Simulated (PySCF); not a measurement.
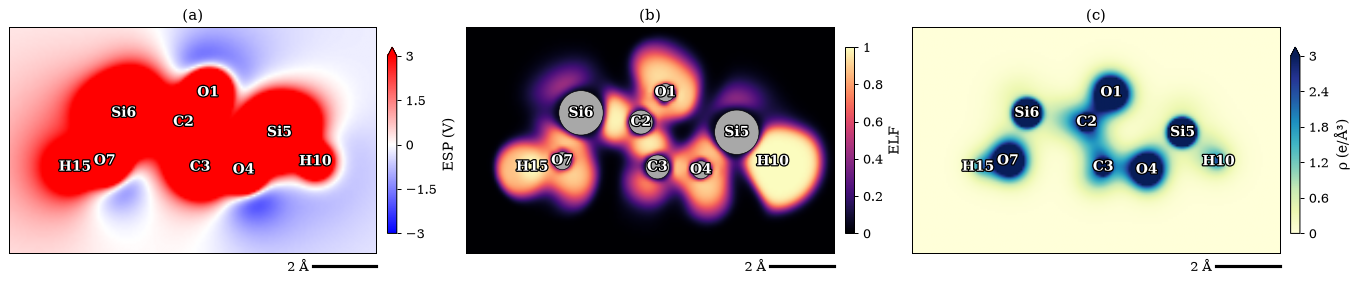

Figure. C2H8O3Si2. (a) electrostatic potential; (b) ELF; (c) total electron density on the plane of atoms O1, C2 and Si6. Grey discs cover the atomic cores in the ELF map.

Geometry: GFN2-xTB.

Method: PBE0/pcSseg-1, SCF density, gas phase, non-relativistic in PySCF 2.14.0.

Input

```
{"job": {"kind": "nmr", "xc": "PBE0", "basis": "pcSseg-1"}, "charge": 0, "multiplicity": 1}
O     -0.302928     1.356748     0.208284
C      0.341178     0.368473    -0.060991
C     -0.351857    -0.857820    -0.590404
O     -1.711558    -0.722870    -0.716481
Si    -2.670692     0.560641    -0.388990
Si     2.236799     0.337314     0.171947
O      2.623178    -1.178494    -0.262204
H      0.097627    -1.096697    -1.565820
H     -0.113307    -1.692290     0.085750
H     -3.907670    -0.112948    -0.791767
H     -2.437402     1.719012    -1.248774
H     -2.739656     0.911383     1.027480
H      2.854066     1.326196    -0.708024
H      2.561071     0.602590     1.570842
H      3.516738    -1.513247    -0.258415
```

Run with:

```sh
OMP_NUM_THREADS=1 python probes_run.py task.json out
```

Q: What does the map show?

A:
- Atoms in the plane: O, C, Si and H.
- C–O (1.21 Å): the density is about 3.3 e/Å³ at the midpoint; the ELF peaks at about 0.85 between the atoms: a short, multiple covalent bond.
- C–C (1.50 Å): the density is about 1.8 e/Å³ at the midpoint; the ELF peaks at about 0.95 between the atoms, as expected for a covalent bond.
- Si–O (1.62 Å): ρ at the midpoint is about 1.2 e/Å³; the ELF peaks at about 0.85 between the atoms: a short, strongly polar bond.
- C–Si (1.91 Å): the density is about 0.95 e/Å³ at the midpoint; the ELF peaks at about 1 between the atoms: localised, covalent bonding.
- O–H (0.95 Å): the density is about 3.7 e/Å³ at the midpoint; the ELF climbs to about 1 towards the hydrogen, as it does in any bond to H (an ordinary covalent bond to hydrogen).
- The ELF also peaks beside O4, O7 and O1, away from the bonds: lone-pair regions.
- Outside the dense part of the molecule the potential is most negative (−2.0 V) near O4.
